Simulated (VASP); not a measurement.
Band structure of Lu (space group P6_3/mmc). Method: PBE GGA, VASP's PBE PAW potentials (set 64) (plane waves; VASP).

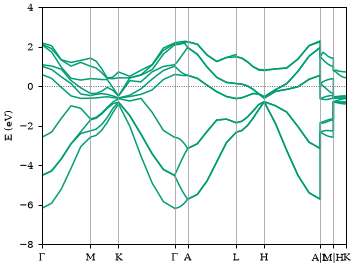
Bands along high-symmetry lines, zero at the valence-band maximum or, without a gap, the Fermi level

**Question.** Read the plot: is there a gap, and where are the band edges?

**Answer.** It has no gap at this level: it comes out as a metal or semimetal.

The structure was generated: Lu was put into an ordered model structure, which need not be its known phase. The cell was not relaxed at this level.
